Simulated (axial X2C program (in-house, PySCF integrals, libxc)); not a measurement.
**PdAl: EOM-EA-CCSD levels**

Aim: EOM-EA-CCSD levels of PdAl, with spin–orbit coupling in the Hamiltonian from the start.

Method: two-component X2C with atomic mean-field terms, Pd dyall-acv3z, Al dyall-av3z; program: an in-house X2C program for linear molecules on PySCF integrals.

All values are calculated.

**1. The job**

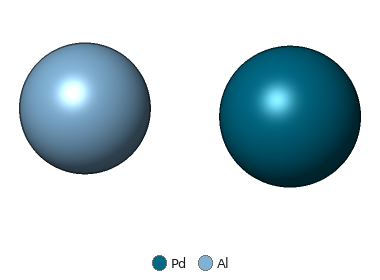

The two atoms at 2.460 Å (palladium blue, aluminium light blue).

Input file task.json:

```json
{"zs": [46, 13], "q": 0, "bas": ["dyall-acv3z", "dyall-av3z"], "r0": 2.46, "eom": "ea", "thr": -2.0, "nmax": 92, "grid": [1, 0.96, 1.045, 0.92, 1.09, 1.15]}
```

Keys: zs atomic numbers; q charge; bas basis sets; r0 starting distance in Å; eom kind of EOM run; thr threshold in hartree for freezing inner shells (an s shell follows its p shell); nmax most natural virtual spinors; grid distances as factors.

The run is started by

```sh
> python soeom.py task.json out
```

Nuclei are Gaussian, cores are contracted, and the Gaunt term is on.

**2. EOM-EA-CCSD at 2.225 Å**

Reference: the closed shell PdAl⁺; 12 electrons correlated, 92 virtual spinors; roots sought by Ω: 1/2: 5, 3/2: 4, 5/2: 2, 7/2: 1.

Output:

```text
two-component X2C + atomic mean field  HF
basis functions 224  fitting functions 1089  grid points 5080
iter        total energy     max residual
   1      -5282.817555024     4.74e-01
   2      -5282.843911613     8.01e-03
   3      -5282.844681252     5.16e-02
   4      -5282.845966642     8.05e-03
   5      -5282.846005985     5.02e-04
   6      -5282.846012015     9.28e-04
   7      -5282.846012938     1.57e-04
   8      -5282.846013250     1.26e-04
   9      -5282.846013297     6.05e-05
  10      -5282.846013306     5.35e-06
  11      -5282.846013307     6.44e-06
  12      -5282.846013307     2.61e-06
  13      -5282.846013307     2.30e-07
converged
one-electron -7562.94316728  Coulomb 2301.36549434  exact exchange -160.84468505  xc functional 0.00000000  nuclear repulsion 142.22380770  atomic mean-field constant -2.64746302
correlated 12  virtual 312  natural virtual 92  E(MP2) -0.446724548  MP2 remainder -0.068416538
iter   CCSD correlation   residual
   1     -0.336070099   2.18e-01
   2     -0.349903540   1.29e-01
   3     -0.353754403   3.79e-02
   4     -0.353780626   1.63e-02
   5     -0.353866997   6.74e-03
   6     -0.353988889   3.31e-03
   7     -0.353985315   1.15e-03
   8     -0.353978010   4.24e-04
   9     -0.353990084   2.27e-04
  10     -0.353983789   1.41e-04
  11     -0.353986823   8.89e-05
  12     -0.353986177   4.44e-05
  13     -0.353985859   1.98e-05
  14     -0.353985713   1.06e-05
  15     -0.353985591   5.49e-06
  16     -0.353985564   2.86e-06
  17     -0.353985574   1.54e-06
(T) -0.017142822  T1 0.0358  D1 0.0533  max T2 0.094
EOM-EA-CCSD roots
2*Omega      energy/Eh   energy/eV  one-particle weight
    1      -0.22968133     -6.2499      0.945
    1      -0.18853680     -5.1303      0.949
    1      -0.13030412     -3.5458      0.934
    1      -0.08284177     -2.2542      0.954
    1      -0.08226001     -2.2384      0.937
    3      -0.18731979     -5.0972      0.949
    3      -0.08141076     -2.2153      0.932
    3      -0.06049531     -1.6462      0.985
    3      -0.05577233     -1.5176      0.000
    5      -0.05528090     -1.5043      0.000
    5      -0.05401015     -1.4697      0.039
    7      -0.00524455     -0.1427      0.000
```

T1 in the output is the amplitude norm over the root of the electron number; divide by √2 for the Lee–Taylor value.

```
  Ω  binding energy (eV)  above lowest (cm⁻¹)                           spinor  weight
1/2                6.250                    0             59% Al pσ, 33% Pd sσ    0.95
1/2                5.130                 9030   67% Al pπ, 22% Pd pπ, 9% Pd dπ    0.95
3/2                5.097                 9300   67% Al pπ, 21% Pd pπ, 9% Pd dπ    0.95
1/2                3.546                21810  33% Pd pσ, 25% Pd sσ, 15% Al pσ    0.93
1/2                2.254                32230  24% Pd sσ, 17% Al sσ, 16% Pd pσ    0.95
1/2                2.238                32360  29% Pd pπ, 24% Al dπ, 14% Pd dπ    0.94
3/2                2.215                32540  42% Pd pπ, 32% Al dπ, 19% Pd dπ    0.93
3/2                1.646                37130   51% Al pπ, 32% Pd pπ, 9% Pd dπ    0.99
```

Wall time 17 s (1 thread of Arm Neoverse V2, shared host); peak memory 0.77 GiB.

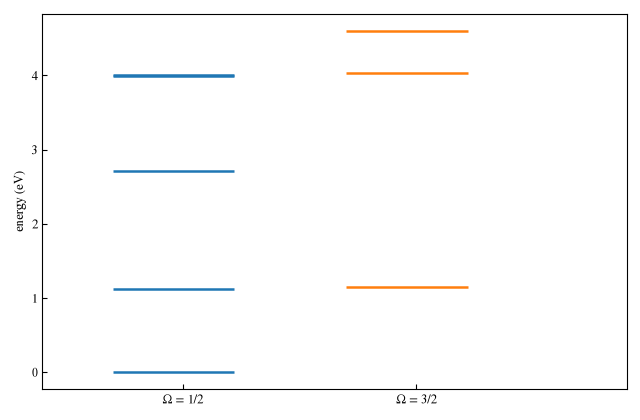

The roots by Ω, from the lowest.

**3. EOM-EA-CCSD at 2.136 Å**

```
  Ω  binding energy (eV)  above lowest (cm⁻¹)                           spinor  weight
1/2                6.238                    0             58% Al pσ, 32% Pd sσ    0.95
1/2                5.100                 9180   64% Al pπ, 24% Pd pπ, 9% Pd dπ    0.95
3/2                5.063                 9480   65% Al pπ, 24% Pd pπ, 9% Pd dπ    0.95
1/2                3.506                22040  32% Pd pσ, 24% Pd sσ, 15% Al pσ    0.94
1/2                2.241                32240  25% Pd sσ, 17% Al sσ, 16% Pd pσ    0.96
1/2                2.223                32390  28% Pd pπ, 25% Al dπ, 16% Pd dπ    0.94
3/2                2.200                32570  39% Pd pπ, 33% Al dπ, 21% Pd dπ    0.93
3/2                1.646                37040   50% Al pπ, 34% Pd pπ, 8% Pd dπ    0.99
5/2                1.390                39110             67% Pd dδ, 33% Al dδ    0.96
```

It took 18 s on 1 thread of Arm Neoverse V2, shared host; peak memory 0.81 GiB.

**4. EOM-EA-CCSD at 2.325 Å**

```
  Ω  binding energy (eV)  above lowest (cm⁻¹)                           spinor  weight
1/2                6.250                    0             59% Al pσ, 33% Pd sσ    0.94
1/2                5.163                 8770   70% Al pπ, 19% Pd pπ, 9% Pd dπ    0.95
3/2                5.133                 9010   70% Al pπ, 19% Pd pπ, 9% Pd dπ    0.95
1/2                3.584                21510  33% Pd pσ, 26% Pd sσ, 15% Al pσ    0.93
1/2                2.267                32120  27% Pd sσ, 20% Al sσ, 18% Pd pσ    0.95
1/2                2.251                32250  36% Pd pπ, 26% Al dπ, 13% Pd dπ    0.93
3/2                2.226                32460  45% Pd pπ, 31% Al dπ, 16% Pd dπ    0.93
3/2                1.647                37130   53% Al pπ, 30% Pd pπ, 9% Pd dπ    0.98
```

Run time: 19 s. Hardware: 1 thread of Arm Neoverse V2, shared host; peak memory 0.82 GiB.

**5. EOM-EA-CCSD at 2.047 Å**

```
  Ω  binding energy (eV)  above lowest (cm⁻¹)                           spinor  weight
1/2                6.217                    0             58% Al pσ, 32% Pd sσ    0.95
1/2                5.069                 9260   62% Al pπ, 26% Pd pπ, 9% Pd dπ    0.95
3/2                5.029                 9580   62% Al pπ, 26% Pd pπ, 9% Pd dπ    0.95
1/2                3.460                22230  31% Pd pσ, 24% Pd sσ, 15% Al pσ    0.94
1/2                2.226                32190  28% Pd sσ, 17% Al sσ, 17% Pd pσ    0.96
1/2                2.203                32370  29% Pd pπ, 29% Al dπ, 20% Pd dπ    0.94
3/2                2.180                32550  36% Pd pπ, 33% Al dπ, 24% Pd dπ    0.94
3/2                1.646                36870   49% Al pπ, 36% Pd pπ, 8% Pd dπ    0.99
5/2                1.387                38950             68% Pd dδ, 32% Al dδ    0.97
3/2                1.378                39020             68% Pd dδ, 32% Al dδ    0.97
```

Wall time 16 s (1 thread of Arm Neoverse V2, shared host); peak memory 0.83 GiB.

**6. EOM-EA-CCSD at 2.425 Å**

```
  Ω  binding energy (eV)  above lowest (cm⁻¹)                           spinor  weight
1/2                6.237                    0             59% Al pσ, 33% Pd sσ    0.94
1/2                5.192                 8420   72% Al pπ, 17% Pd pπ, 9% Pd dπ    0.95
3/2                5.166                 8630   72% Al pπ, 17% Pd pπ, 9% Pd dπ    0.95
1/2                3.616                21140  32% Pd pσ, 27% Pd sσ, 16% Al pσ    0.92
1/2                2.281                31910  30% Pd sσ, 23% Al sσ, 21% Pd pσ    0.94
1/2                2.257                32100  45% Pd pπ, 30% Al dπ, 13% Pd dπ    0.93
3/2                2.231                32310  48% Pd pπ, 30% Al dπ, 13% Pd dπ    0.93
3/2                1.642                37060  54% Al pπ, 27% Pd pπ, 10% Al dπ    0.83
```

Wall time 18 s (1 thread of Arm Neoverse V2, shared host); peak memory 0.85 GiB.

**7. EOM-EA-CCSD at 2.559 Å**

```
  Ω  binding energy (eV)  above lowest (cm⁻¹)                           spinor  weight
1/2                6.200                    0             59% Al pσ, 32% Pd sσ    0.94
1/2                5.227                 7850   76% Al pπ, 14% Pd pπ, 8% Pd dπ    0.94
3/2                5.205                 8030   76% Al pπ, 14% Pd pπ, 8% Pd dπ    0.94
1/2                3.654                20540  30% Pd pσ, 29% Pd sσ, 16% Al pσ    0.91
1/2                2.302                31440  30% Pd sσ, 26% Al sσ, 23% Pd pσ    0.90
1/2                2.255                31820  51% Pd pπ, 30% Al dπ, 11% Pd dπ    0.93
3/2                2.229                32030  52% Pd pπ, 29% Al dπ, 10% Pd dπ    0.93
```

Run time: 21 s. Hardware: 1 thread of Arm Neoverse V2, shared host; peak memory 0.85 GiB.

**8. Curves of the states**

Energies in eV from the lowest point of the lowest state; states are followed by energy order within each Ω.

```
R (Å)  (1)Ω=1/2  (2)Ω=1/2  (1)Ω=3/2  (3)Ω=1/2  (4)Ω=1/2  (5)Ω=1/2  (2)Ω=3/2
2.047    0.1982    1.3460    1.3860    2.9549    4.1892    4.2119    4.2343
2.136    0.0364    1.1751    1.2116    2.7686    4.0341    4.0520    4.0745
2.225    0.0000    1.1196    1.1527    2.7042    3.9957    4.0115    4.0346
2.325    0.0587    1.1460    1.1755    2.7252    4.0413    4.0578    4.0827
2.425    0.1843    1.2288    1.2548    2.8048    4.1403    4.1638    4.1902
2.559    0.4081    1.3812    1.4032    2.9542    4.3063    4.3528    4.3792
```

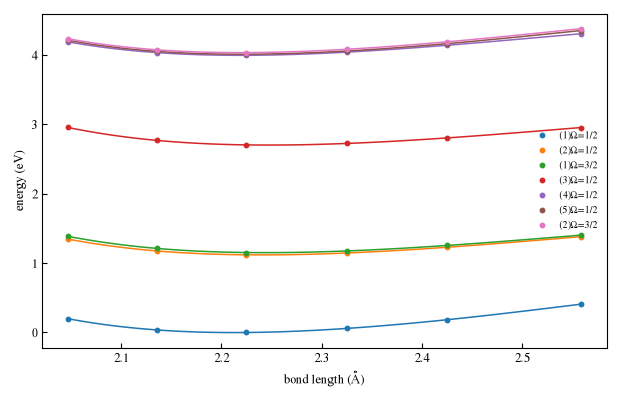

The states along the bond.

Constants where the minimum is well bracketed (masses 105.903 and 26.982 u):

```
   state  Te (cm⁻¹)  Re (Å)  ωe (cm⁻¹)
(1)Ω=1/2          0   2.213        376
(2)Ω=1/2       9030   2.240        332
(1)Ω=3/2       9290   2.244        329
(3)Ω=1/2      21800   2.247        334
(4)Ω=1/2      32230   2.219        351
(5)Ω=1/2      32360   2.220        355
(2)Ω=3/2      32550   2.219        358
```

**9. Outcome**

| quantity | value |
| --- | --- |
| lowest root at 2.225 Å | Ω = 1/2, 6.250 eV |
| next root led by one particle | Ω = 1/2, about 9030 cm⁻¹ higher |
| T1 of the reference | 0.025 |
| lowest state, Re and ωe | 2.213 Å, 376 cm⁻¹ |

In words: The added electron is bound by 6.25 eV in a spinor of 59% Al pσ, 33% Pd sσ. Errors of 0.1 to 0.3 eV are usual at this size, and roots led by higher excitations are left out, so the list is incomplete, and low states of that kind can be missing. T1 or the largest double amplitude of the reference is raised, which lowers the reliability. The bond is 0.008 Å longer than in the closed-shell reference at CCSD (2.204 Å).
